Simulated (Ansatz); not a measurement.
**Geometry relaxation, with input and output: Ge6 (charge +1) (part 1 of 2)**

System: Ge6, charge +1, multiplicity 2.
Method: UKS PBE-D4/def2-SVP (Ansatz 0.2.0).

The geometry: GFN1-xTB start. Figures and captions count atoms from 1; the log counts them from 0 in places.

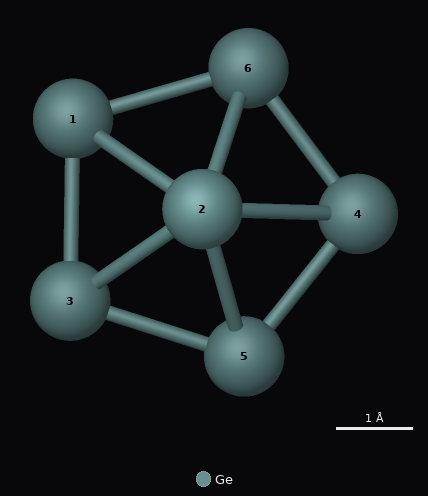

The starting structure (ball-and-stick view, seen on its broad side; atoms are numbered from 1 in the order of the input). Sticks mark near contacts.

## Results in brief

| quantity | value |
| --- | --- |
| outcome | converged |
| total energy | −339012.7244 eV |
| mean-field energy | −339012.2388 eV |
| dispersion energy | −0.4856 eV |
| ⟨S²⟩ | 0.754 |
| HOMO (either spin) | −9.88 eV |
| LUMO (either spin) | −9.20 eV |
| largest force (length of the vector) at the end | 0.008 eV/Å |
| hardware | 4 threads of Arm Neoverse V2, 23 GiB of memory available, shared host |
| wall time | 1.7 min (CPU time 6.7 min) |
| peak memory | 0.46 GiB |

## Input
```yaml
crystal:
  periodic: [false, false, false]
  atoms:
    - {symbol: Ge, position_ang: [0.404820, 0.786220, -1.885690]}
    - {symbol: Ge, position_ang: [0.484670, 1.008920, 0.709050]}
    - {symbol: Ge, position_ang: [-1.689120, 0.986860, -0.719340]}
    - {symbol: Ge, position_ang: [0.597530, -1.536320, 1.328810]}
    - {symbol: Ge, position_ang: [-1.561110, -0.470840, 1.204500]}
    - {symbol: Ge, position_ang: [1.763200, -0.774850, -0.637330]}
basis:
  gaussian: {orbitals: def2-SVP}
total_charge: 1
magnetization: {spin_polarized: true, initial_magnetization: 1}
hamiltonian: {xc: pbe, dispersion: d4}
scf: {lower_state_search: "off"}
output: {orbitals: {seedname: orbitals}}
relax: {f_tol: 0.02, max_steps: 100}
```

Launched with:
```bash
ansatz run in.yaml --threads 4 --pin off --events-out ev --progress --plain --max-ram 4787MiB
```

## The program's output
```
Functional definition: PBE
  name "PBE"
  cite "Perdew, Burke & Ernzerhof, Phys. Rev. Lett. 77, 3865 (1996) doi:10.1103/PhysRevLett.77.3865"
  parent pbe
  parameter kappa = 0.804
  parameter beta = 0.06672455060314922
  exchange = pbe_x(kappa = kappa, mu = beta*pi^2/3)
  correlation = pbe_c(beta = beta)
these checks for a lower state are left out or cut short: stability, starts, cluster_reference, orbital_swaps, neighbouring_geometries, increment
2106 factors; their error is unknown
mean field evaluation 1: about -339005.3107 eV, gradient 3.1e1 eV
mean field evaluation 2: about -338991.4580 eV, gradient 4.9e1 eV
mean field evaluation 4: about -339010.1281 eV, gradient 5.5e0 eV
mean field evaluation 8: about -339010.3097 eV, gradient 2.0e0 eV
mean field evaluation 16: about -339010.1371 eV, gradient 1.2e-2 eV
mean field evaluation 32: about -339010.1371 eV, gradient 8.3e-6 eV
mean field -339010.13706634 eV, -12458.3927478638 hartree, gradient 8.3e-6 eV, S^2 0.756975; 0 other end points of the search recorded, 0 dependent functions left out
the calculation of the forces begins
reference -339010.13709872 eV, -12458.3927490539 hartree; 96, 95 occupied and 96, 97 virtual orbitals, 2106 factors
relax step   1: F+E_penalty+E_count = -339010.61260822 eV  Δ(F+E_penalty+E_count) = +0.000e0 eV  max|allowed force component| = 1.566e0 eV/Å  Δτ_max = 0.0000 Å  (28 SCF iters, accepted)
these checks for a lower state are left out or cut short: stability, starts, cluster_reference, orbital_swaps, neighbouring_geometries, increment
2106 factors; their error is unknown
mean field -339010.65599776 eV, -12458.4118182420 hartree, gradient 1.0e-6 eV, S^2 0.760427; 0 other end points of the search recorded, 0 dependent functions left out
[... from here on the field's lines of each further geometry are left out, up to the last ...]
relax step   2: F+E_penalty+E_count = -339011.12326859 eV  Δ(F+E_penalty+E_count) = -5.107e-1 eV  max|allowed force component| = 2.349e-1 eV/Å  Δτ_max = 0.1414 Å  (35 SCF iters, accepted)
relax step   3: F+E_penalty+E_count = -339011.22347554 eV  Δ(F+E_penalty+E_count) = -1.002e-1 eV  max|allowed force component| = 3.402e-1 eV/Å  Δτ_max = 0.2000 Å  (45 SCF iters, accepted)
relax step   4: F+E_penalty+E_count = -339011.42314757 eV  Δ(F+E_penalty+E_count) = -1.997e-1 eV  max|allowed force component| = 3.940e-1 eV/Å  Δτ_max = 0.1950 Å  (37 SCF iters, accepted)
relax step   5: F+E_penalty+E_count = -339011.59009954 eV  Δ(F+E_penalty+E_count) = -1.670e-1 eV  max|allowed force component| = 3.889e-1 eV/Å  Δτ_max = 0.1963 Å  (30 SCF iters, accepted)
relax step   6: F+E_penalty+E_count = -339011.67847659 eV  Δ(F+E_penalty+E_count) = -8.838e-2 eV  max|allowed force component| = 3.612e-1 eV/Å  Δτ_max = 0.1956 Å  (38 SCF iters, accepted)
relax step   7: F+E_penalty+E_count = -339011.77750537 eV  Δ(F+E_penalty+E_count) = -9.903e-2 eV  max|allowed force component| = 3.095e-1 eV/Å  Δτ_max = 0.1733 Å  (38 SCF iters, accepted)
relax step   8: F+E_penalty+E_count = -339011.89119006 eV  Δ(F+E_penalty+E_count) = -1.137e-1 eV  max|allowed force component| = 2.575e-1 eV/Å  Δτ_max = 0.1934 Å  (37 SCF iters, accepted)
relax step   9: F+E_penalty+E_count = -339011.99996495 eV  Δ(F+E_penalty+E_count) = -1.088e-1 eV  max|allowed force component| = 4.327e-1 eV/Å  Δτ_max = 0.1962 Å  (42 SCF iters, accepted)
relax step  10: F+E_penalty+E_count = -339012.18761688 eV  Δ(F+E_penalty+E_count) = -1.877e-1 eV  max|allowed force component| = 3.787e-1 eV/Å  Δτ_max = 0.1954 Å  (43 SCF iters, accepted)
relax step  11: F+E_penalty+E_count = -339012.33132457 eV  Δ(F+E_penalty+E_count) = -1.437e-1 eV  max|allowed force component| = 8.742e-1 eV/Å  Δτ_max = 0.1978 Å  (35 SCF iters, accepted)
relax step  12: F+E_penalty+E_count = -339012.54861929 eV  Δ(F+E_penalty+E_count) = -2.173e-1 eV  max|allowed force component| = 5.234e-1 eV/Å  Δτ_max = 0.1952 Å  (29 SCF iters, accepted)
relax step  13: F+E_penalty+E_count = -339012.63817779 eV  Δ(F+E_penalty+E_count) = -8.956e-2 eV  max|allowed force component| = 6.363e-1 eV/Å  Δτ_max = 0.1946 Å  (29 SCF iters, accepted)
relax step  14: F+E_penalty+E_count = -339012.62861928 eV  Δ(F+E_penalty+E_count) = +9.559e-3 eV  max|allowed force component| = 5.734e-1 eV/Å  Δτ_max = 0.1844 Å  (29 SCF iters, rejected (line search))
relax step  15: F+E_penalty+E_count = -339012.67428978 eV  Δ(F+E_penalty+E_count) = -3.611e-2 eV  max|allowed force component| = 3.108e-1 eV/Å  Δτ_max = 0.0922 Å  (24 SCF iters, accepted)
relax step  16: F+E_penalty+E_count = -339012.71287129 eV  Δ(F+E_penalty+E_count) = -3.858e-2 eV  max|allowed force component| = 1.993e-1 eV/Å  Δτ_max = 0.0861 Å  (25 SCF iters, accepted)
relax step  17: F+E_penalty+E_count = -339012.70595580 eV  Δ(F+E_penalty+E_count) = +6.915e-3 eV  max|allowed force component| = 4.164e-1 eV/Å  Δτ_max = 0.0725 Å  (24 SCF iters, rejected (line search))
relax step  18: F+E_penalty+E_count = -339012.72257239 eV  Δ(F+E_penalty+E_count) = -9.701e-3 eV  max|allowed force component| = 4.577e-2 eV/Å  Δτ_max = 0.0358 Å  (24 SCF iters, accepted)
relax step  19: F+E_penalty+E_count = -339012.72414411 eV  Δ(F+E_penalty+E_count) = -1.572e-3 eV  max|allowed force component| = 2.959e-2 eV/Å  Δτ_max = 0.0309 Å  (24 SCF iters, accepted)
the calculation of the forces begins
reference -339012.23854556 eV, -12458.4699758009 hartree; 96, 95 occupied and 96, 97 virtual orbitals, 2106 factors
relax step  20: F+E_penalty+E_count = -339012.72416294 eV  Δ(F+E_penalty+E_count) = -1.883e-5 eV  max|allowed force component| = 2.743e-2 eV/Å  Δτ_max = 0.0160 Å  (23 SCF iters, accepted)
these checks for a lower state are left out or cut short: stability, starts, cluster_reference, orbital_swaps, neighbouring_geometries, increment
2106 factors; their error is unknown
mean field evaluation 192: about -339012.4369 eV, gradient 1.0e-3 eV
mean field -339012.23875012 eV, -12458.4699833181 hartree, gradient 1.8e-6 eV, S^2 0.754363; 0 other end points of the search recorded, 0 dependent functions left out
the calculation of the forces begins
reference -339012.23878239 eV, -12458.4699845042 hartree; 96, 95 occupied and 96, 97 virtual orbitals, 2106 factors
relax step  21: F+E_penalty+E_count = -339012.72437569 eV  Δ(F+E_penalty+E_count) = -2.127e-4 eV  max|allowed force component| = 7.607e-3 eV/Å  Δτ_max = 0.0076 Å  (22 SCF iters, accepted)
```

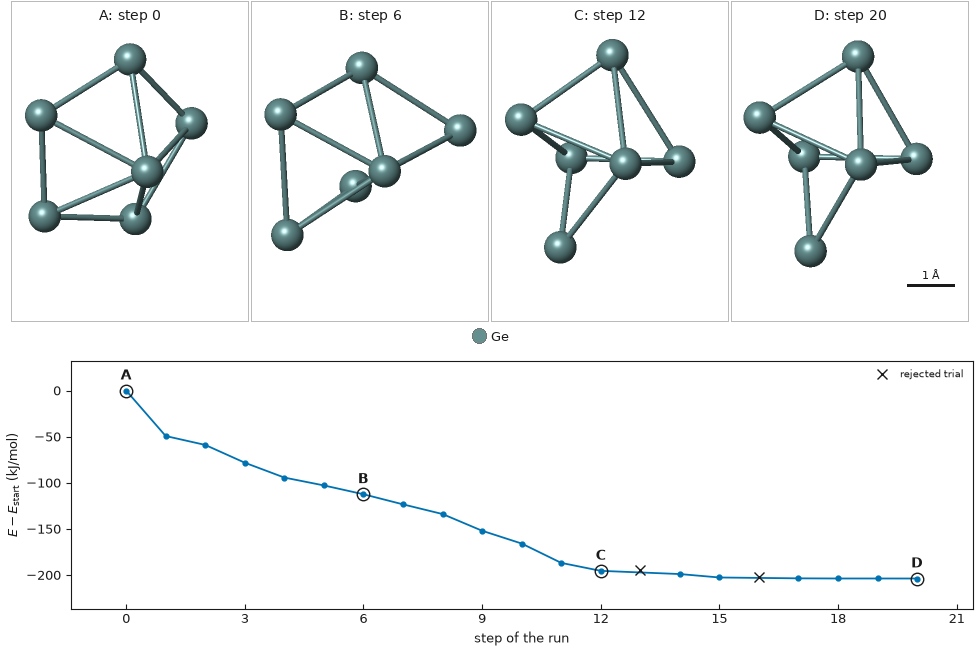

Frames of the relaxation (ball-and-stick view, seen at a tilt) above the curves, on which the letters mark them (the first geometry is step 0 here and step 1 in the log).

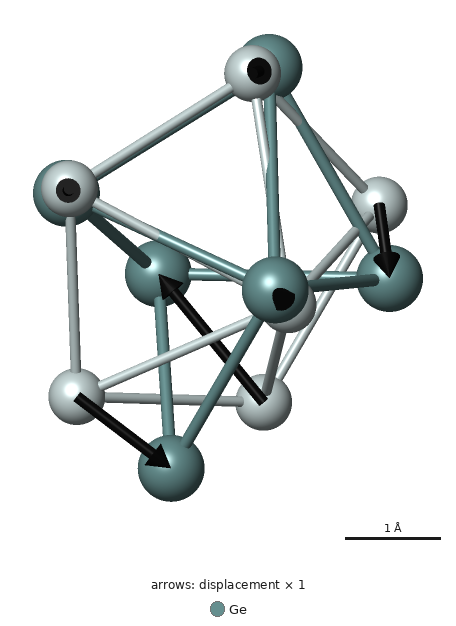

Start (faint) and end (solid) with the displacements as black arrows, at true length (ball-and-stick view, seen at a tilt). The two geometries are laid on each other by the best rigid fit. The atom that moves furthest after the best rigid fit is Ge5 (1.75 Å). Distances before and after: Ge1–Ge5 3.872 → 2.516 Å, Ge1–Ge3 2.405 → 3.166 Å, Ge2–Ge5 2.573 → 3.102 Å, Ge4–Ge6 2.409 → 2.648 Å. New bonds form: Ge1–Ge5 (3.87 → 2.52 Å). Bonds break: Ge1–Ge3 (2.41 → 3.17 Å). Among the angles that change: Ge5–Ge4–Ge6 104.6° → 65.5°, Ge3–Ge5–Ge4 110.8° → 77.4°, Ge1–Ge2–Ge3 55.0° → 77.4°. After 20 geometry steps the energy has fallen by 203.8 kJ/mol. Largest force component: 1.6 eV/Å at the start, 0.0076 eV/Å at the end. The line search rejected the trial steps at points 13, 16 (counted from 0) and went back. (Atoms are counted from 1 in the order of the input.)

```
Total energy: -339012.72440796 eV, -12458.4878309147 hartree
Atom 0 at     0.176183     0.441765    -1.878111 Å, force    -0.001080     0.001727    -0.002362 eV/Å
Atom 1 at     0.803168     1.279327     0.409879 Å, force     0.006372     0.001332    -0.000992 eV/Å
Atom 2 at    -1.744139     1.320616     0.480632 Å, force    -0.007258     0.000626     0.002950 eV/Å
Atom 3 at     0.262267    -0.774771     1.757480 Å, force    -0.007607     0.001388     0.001206 eV/Å
Atom 4 at    -1.140742    -1.026105    -0.316116 Å, force     0.003844    -0.000224     0.003115 eV/Å
Atom 5 at     1.643252    -1.240842    -0.453763 Å, force     0.005728    -0.004850    -0.003917 eV/Å
Dipole moment:    -0.041326     0.031099     0.011698 e Å
Checks for a lower state left out: stability, starts, cluster_reference, orbital_swaps, neighbouring_geometries, increment
```

## Trajectory as extended XYZ (Å, eV, eV/Å), 21 frames, from step=1 to step=21
```
6
Properties=species:S:1:pos:R:3:forces:R:3 step=1 energy=-339010.61261
Ge    0.4048    0.7862   -1.8857    0.4424   0.5767  -1.5655
Ge    0.4847    1.0089    0.7090    0.5397   1.1033   0.7607
Ge   -1.6891    0.9869   -0.7193   -1.4931   0.7721  -0.5142
Ge    0.5975   -1.5363    1.3288    0.5430  -1.2672   1.2017
Ge   -1.5611   -0.4708    1.2045   -1.3591  -0.4748   0.8023
Ge    1.7632   -0.7749   -0.6373    1.3272  -0.7101  -0.6850
6
Properties=species:S:1:pos:R:3:forces:R:3 step=2 energy=-339011.12327
Ge    0.4287    0.8415   -1.9844    0.1259   0.0841  -0.0942
Ge    0.5056    1.0519    0.7380   -0.0526  -0.1111  -0.0875
Ge   -1.7806    1.0552   -0.7565   -0.1438   0.1199   0.0448
Ge    0.6501   -1.6125    1.4356    0.1195  -0.0559   0.2349
Ge   -1.6313   -0.5097    1.2408   -0.0891  -0.0162  -0.0130
Ge    1.8274   -0.8264   -0.6736    0.0401  -0.0208  -0.0850
6
Properties=species:S:1:pos:R:3:forces:R:3 step=3 energy=-339011.22348
Ge    0.4446    0.9124   -2.0040    0.0270   0.0181   0.0223
Ge    0.4826    1.0035    0.7020    0.0375  -0.2422   0.0884
Ge   -1.8031    1.1455   -0.7551   -0.0035   0.0258   0.0315
Ge    0.7487   -1.5898    1.6081    0.1506   0.1624   0.2439
Ge   -1.6024   -0.5849    1.1411    0.1287  -0.0051  -0.3268
Ge    1.7296   -0.8866   -0.6922   -0.3402   0.0410  -0.0593
```
